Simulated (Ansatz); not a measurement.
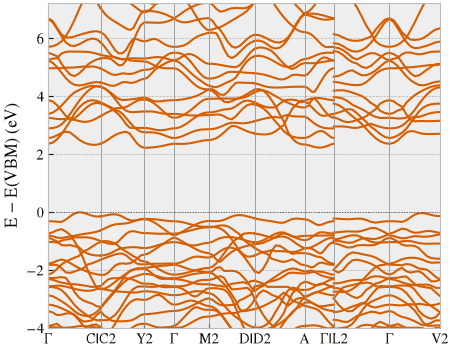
*Band structure from the program Ansatz at the LDA level (PAW)*

The gap is 2.21 eV; an edge lies off the plotted path or next to a special point (maximum on the Γ–C line, 60 % of the way from Γ, minimum off the standard path).

The material is TaNO in space group C2/m (No. 12; Pearson symbol mS24).

The workflow started from a Materials Project entry (that database holds measured and hypothetical structures alike); the Crystallography Open Database files this formula in space group No. 12, but the cells were not matched. Whether it is the stable phase at ambient conditions was not checked. The cell was relaxed with LDA under the symmetry of its start; whether a distortion lowers the energy is not shown. No spin polarisation was allowed. Spin–orbit coupling is left out wherever it is not named.

Potentials: the later of the program's two PAW sets.
